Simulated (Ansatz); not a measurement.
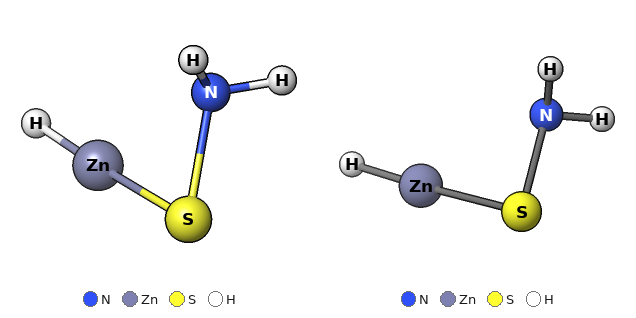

The same structure drawn twice, from different directions.

Computed geometry: PBE0-D4/def2-TZVP optimisation. No frequency run is at hand to confirm it as a minimum.

Question: Give the formula.

Answer: H₃NSZn, 6 atoms: 3 hydrogen, 1 nitrogen, 1 sulfur and 1 zinc.

Question: Give the symmetry (Schoenflies symbol).

Answer: Cs.

Question: How many sets of symmetry-equivalent atoms are there?

Answer: 5: 1 N, 1 Zn, 1 S, 2 H, 1 H.

The parts below concern this one geometry. Atoms keep their numbers from picture to picture.

### Electronic properties

No frequency run is at hand to confirm it as a minimum. Level of theory: RKS PBE0-D4/def2-TZVPP (Ansatz 0.2.0).

What does the calculation give?

- HOMO energy (Kohn–Sham orbital): −6.88 eV
- LUMO energy (Kohn–Sham orbital): −0.63 eV
- HOMO–LUMO gap: 6.26 eV

### Dipole moment

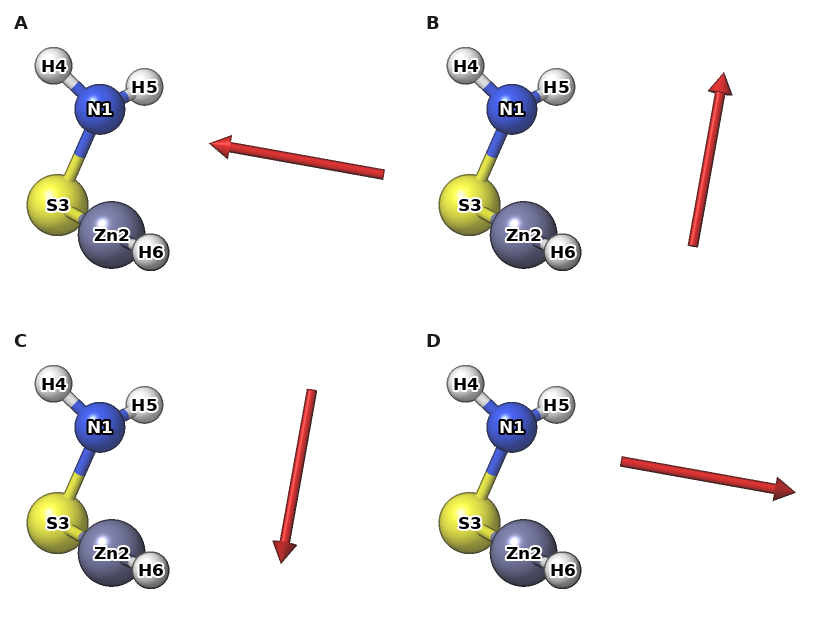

The same molecule four times, each with an arrow. No frequency run is at hand to confirm it as a minimum. Level of theory: RKS PBE0-D4/def2-TZVP (Ansatz 0.2.0).

Question: Which arrow points along the dipole moment, from the negative to the positive end?

Answer: B. The dipole moment is 1.68 D; it points from the side of H6 to the side of H4, H5 (the outermost atoms at the two ends).

### Charges

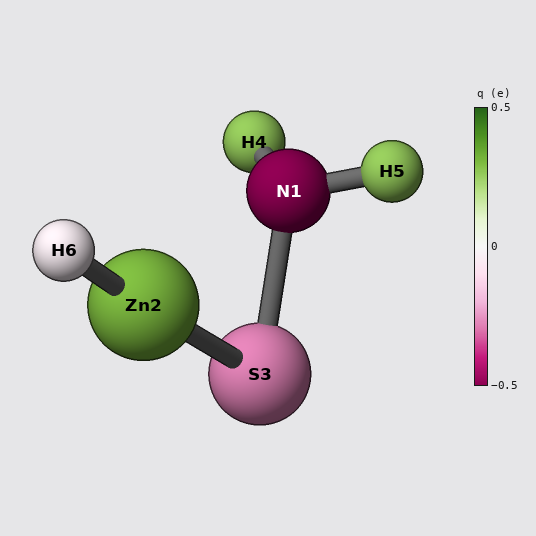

Atoms are coloured by their Mulliken charges. No frequency run is at hand to confirm it as a minimum. Method: RKS PBE0-D4/def2-TZVP (Ansatz 0.2.0).

List the Mulliken charges.

| atom | value (e) |
| --- | --- |
| N1 | −0.50 |
| Zn2 | 0.30 |
| S3 | −0.28 |
| H4 | 0.26 |
| H5 | 0.26 |
| H6 | −0.04 |

Mulliken values depend strongly on the basis set and can even reverse the polarity of a bond.
